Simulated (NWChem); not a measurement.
# InHCl (SMILES [Cl][InH]) at 6 levels

Wanted: a comparison of 6 runs (UHF/STO-3G, UHF/3-21G, UHF/def2-SVP, UBLYP/STO-3G, UPBE0/def2-SVP, UPBE0/def2-SVPD) of InHCl. 

The results are computed with NWChem 7.3.0.

## 1. The structure to begin with

InHCl: 3 atoms, total charge 0, spin state doublet. SMILES: `[Cl][InH]`. Geometry: relaxed at PBE0-D4/def2-TZVP.

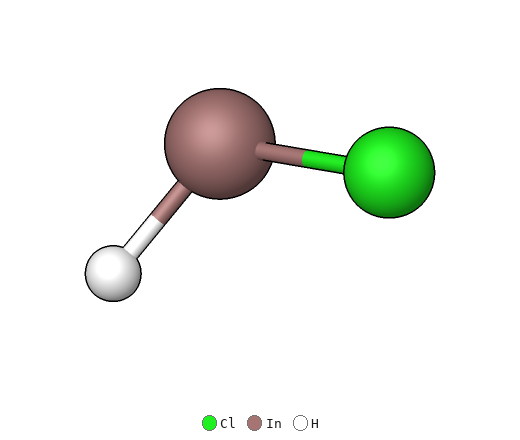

The structure, seen from a chosen angle (chlorine green, indium brown, hydrogen white).

## 2. Energy and gradient at UHF/STO-3G (run 1)

Contents of nw.xyz:

```xyz
3
ClHIn gradient
Cl    -1.649800     0.396800    -0.867400
In     0.409500     0.542400     0.286100
H      1.229400    -1.003900     0.568100
```

Contents of run.py:

```python
from ase.io import read
from ase.calculators.nwchem import NWChem

molecule = read('nw.xyz')

calc = NWChem(
    label='nw',
    theory='scf',
    memory='2200 mb',
    basis='STO-3G',
    basispar='spherical bse',
    scf={'nopen': '1', 'uhf': None, 'thresh': '1e-08', 'maxiter': '80'},
)
molecule.calc = calc

forces = molecule.get_forces()
e = molecule.get_potential_energy()
print(f"E = {e:.6f} eV")
print("forces (eV/A):")
for s, f in zip(molecule.symbols, forces):
    print(f"{s:2s} {f[0]:10.5f} {f[1]:10.5f} {f[2]:10.5f}")
```

Command:

```bash
$ export ASE_NWCHEM_COMMAND="nwchem PREFIX.nwi > PREFIX.nwo"
$ python run.py
```

Log:

```text
E = -167025.540565 eV
forces (eV/A):
Cl    0.89618   -0.03183    0.49149
In    0.15349   -1.70870   -0.10403
H    -1.04968    1.74053   -0.38747
```

The calculator wrote nw.nwi:

```
title "nw"

permanent_dir nw

scratch_dir nw

start nw

geometry units angstrom nocenter noautosym noautoz
  Cl -1.6497999999999999e+00 3.9679999999999999e-01 -8.6739999999999995e-01
  In 4.0949999999999998e-01 5.4239999999999999e-01 2.8610000000000002e-01
  H  1.2294000000000000e+00 -1.0039000000000000e+00 5.6810000000000005e-01
end

memory 2200 mb

basis spherical bse noprint
   * library STO-3G
end

scf
  nopen 1
  uhf
  thresh 1e-08
  maxiter 80
end

task scf gradient
```

nw.nwo:

```text
Northwest Computational Chemistry Package (NWChem) 7.3.0
             --------------------------------------------------------

           Job information
           ---------------

    nwchem branch   = 7.3.0
    use scalapack   = T
    input           = nw.nwi
    prefix          = nw.
    data base       = nw/nw.db
    status          = startup
    nproc           =        1

           Memory information
           ------------------

[... 5 lines left out ...]
    hardfail = no
[... 107 lines left out ...]
 1-e energy   =   -8914.009792
[... 9 lines left out ...]
 Convergence threshold     :          1.000E-08
[... 16 lines left out ...]
      One electron energy =  -8909.237452012756
[... 9 lines left out ...]
          Final alpha eigenvalues
[... 202 lines left out ...]
                     UHF Final Beta Molecular Orbital Analysis
[... 192 lines left out ...]
                 ----------------------------------------
                 |  Time  |  1-e(secs)   |  2-e(secs)   |
                 ----------------------------------------
                 |  CPU   |       0.00   |       0.86   |
                 ----------------------------------------
                 |  WALL  |       0.00   |       0.86   |
                 ----------------------------------------

 Task  times  cpu:        3.1s     wall:        3.1s
 Total times  cpu:        3.2s     wall:        3.2s
```

It took 4.2 s on 1 thread of Intel Xeon 6975P-C (Granite Rapids), shared host; peak memory 0.098 GiB.

## 3. Energy and gradient at UHF/3-21G (run 2)

Contents of mymol.nw:

```
start mymol
title "ClHIn hf"
memory 2200 mb

geometry units angstrom noautosym nocenter noautoz
Cl      -1.649800       0.396800      -0.867400
In       0.409500       0.542400       0.286100
H        1.229400      -1.003900       0.568100
end

basis spherical bse
* library 3-21G
end

scf
doublet
uhf
thresh 1e-08
maxiter 80
end

task scf gradient
```

Command:

```bash
$ nwchem mymol.nw > mymol.out
```

Log:

```text
[...]
  functions       =    46
[...]
  wavefunction    = UHF
[...]
         Total SCF energy =  -6172.646967448689
      One electron energy =  -8932.399958413716
      Two electron energy =   2556.163595435898
 Nuclear repulsion energy =    203.589395529130
                       Sz =      0.5000
                 Sz(Sz+1) =      0.7500
                      S^2 =      0.7621
[...]
                         UHF ENERGY GRADIENTS
    atom               coordinates                        gradient
                 x          y          z           x          y          z
   1 Cl     -3.117670   0.749843  -1.639148    0.019927   0.001903   0.011216
   2 In      0.773843   1.024987   0.540651   -0.018485  -0.005862  -0.010858
   3 H       2.323229  -1.897096   1.073553   -0.001441   0.003959  -0.000359
[...]
```

It took 4.8 s on 1 thread of Intel Xeon 6975P-C (Granite Rapids), shared host; peak memory 0.095 GiB.

Runs 3 to 5 aren't shown in full; the table further down has their settings and results.

## 4. Energy and gradient at UPBE0/def2-SVPD (core potential) (run 6)

Contents of run.py:

```python
from ase import Atoms
from ase.calculators.nwchem import NWChem

atoms = Atoms('ClInH', positions=[
    [-1.649800, 0.396800, -0.867400],
    [0.409500, 0.542400, 0.286100],
    [1.229400, -1.003900, 0.568100],
])

calc = NWChem(
    label='calc',
    theory='dft',
    memory='2200 mb',
    basis='def2-SVPD',
    basispar='spherical bse',
    dft={'xc': 'pbe0', 'mult': '2', 'grid': 'xfine', 'convergence': 'energy 1e-08', 'iterations': '100', 'mulliken': None},
    **{'ecp bse': {'In library': 'def2-SVPD'}},
)
atoms.calc = calc

forces = atoms.get_forces()
print("Total energy (eV):", round(atoms.get_potential_energy(), 6))
print("forces (eV/A):")
for s, f in zip(atoms.symbols, forces):
    print(f"{s:2s} {f[0]:10.5f} {f[1]:10.5f} {f[2]:10.5f}")
```

Command:

```bash
$ export ASE_NWCHEM_COMMAND="nwchem PREFIX.nwi > PREFIX.nwo"
$ python run.py
```

Log:

```text
Total energy (eV): -17705.235458
forces (eV/A):
Cl   -0.46609   -0.03502   -0.26133
In    0.43590    0.09708    0.25151
H     0.03018   -0.06207    0.00982
```

The calculator wrote calc.nwi:

```
title "calc"

permanent_dir calc

scratch_dir calc

start calc

geometry units angstrom nocenter noautosym noautoz
  Cl -1.6497999999999999e+00 3.9679999999999999e-01 -8.6739999999999995e-01
  In 4.0949999999999998e-01 5.4239999999999999e-01 2.8610000000000002e-01
  H  1.2294000000000000e+00 -1.0039000000000000e+00 5.6810000000000005e-01
end

memory 2200 mb

basis spherical bse noprint
   * library def2-SVPD
end

dft
  xc pbe0
  mult 2
  grid xfine
  convergence energy 1e-08
  iterations 100
  mulliken
end
ecp bse
  In library def2-SVPD
end

task dft gradient
```

calc.nwo:

```text
Northwest Computational Chemistry Package (NWChem) 7.3.0
             --------------------------------------------------------

           Job information
           ---------------

    nwchem branch   = 7.3.0
    use scalapack   = T
    input           = calc.nwi
    prefix          = calc.
    data base       = calc/calc.db
    status          = startup
    nproc           =        1

           Memory information
           ------------------

[... 5 lines left out ...]
    hardfail = no
[... 108 lines left out ...]
          Convergence on energy requested:  1.00D-08
[... 28 lines left out ...]
          total energy or number of iterations.
[... 78 lines left out ...]
      One electron energy =    -1147.763858085350
[... 1082 lines left out ...]
          Convergence on energy requested:  1.00D-08
[... 28 lines left out ...]
          total energy or number of iterations.
[... 34 lines left out ...]
                 ----------------------------------------
                 |  Time  |  1-e(secs)   |  2-e(secs)   |
                 ----------------------------------------
                 |  CPU   |       0.01   |       2.25   |
                 ----------------------------------------
                 |  WALL  |       0.01   |       2.25   |
                 ----------------------------------------

 Task  times  cpu:       20.0s     wall:       20.0s
 Total times  cpu:       20.1s     wall:       20.1s
```

Wall time 21 s (1 thread of Intel Xeon 6975P-C (Granite Rapids), shared host); peak memory 0.12 GiB.

## 5. The series

| run | level | core potential | iteration cap | energy (Eh) | dipole moment (D) | HOMO energy (eV) | LUMO energy (eV) | wall time |
| --- | --- | --- | --- | --- | --- | --- | --- | --- |
| 1 | UHF/STO-3G | – | 80 | -6138.075452 | 4.17 | -5.65 | 4.42 | 4.2 s |
| 2 | UHF/3-21G | – | 80 | -6172.646967 | 4.20 | -8.57 | -0.16 | 4.8 s |
| 3 | UHF/def2-SVP (core potential) | def2-SVP | 80 | -649.171438 | 3.06 | -8.66 | 0.04 | 8.1 s |
| 4 | UBLYP/STO-3G | – | 100 | -6140.454029 | 2.83 | -1.80 | -0.69 | 6.3 s |
| 5 | UPBE0/def2-SVP (core potential) | def2-SVP | 100 | -650.646009 | 2.64 | -6.21 | -3.34 | 13 s |
| 6 | UPBE0/def2-SVPD (core potential) | def2-SVPD | 100 | -650.655407 | 2.98 | -6.38 | -3.50 | 21 s |

## 6. Results

| quantity | value |
| --- | --- |
| run 6: total energy | -650.65541 Eh |
| run 6: dipole moment | 2.98 D |
| run 6: HOMO energy (highest over α and β) | -6.38 eV |
| run 6: LUMO energy (lowest over α and β) | -3.50 eV |
| run 6: ⟨S²⟩ | 0.757 |
| run 6: largest force on an atom | 0.535 eV/Å |

**Reading.** The dipole moment (its size) runs from 2.64 D (UPBE0/def2-SVP) to 4.20 D (UHF/3-21G). The two ends differ in method and basis and core potential. Totals of different functionals can't be ranked against each other. Some runs of one species differ in core potentials or relativity; totals across that change don't compare. In runs 1, 4 the basis is minimal, so the values are rough. In runs 1, 2, 4 relativity is left out where basis or elements ask for it. All runs together took 58 s, the longest 21 s.
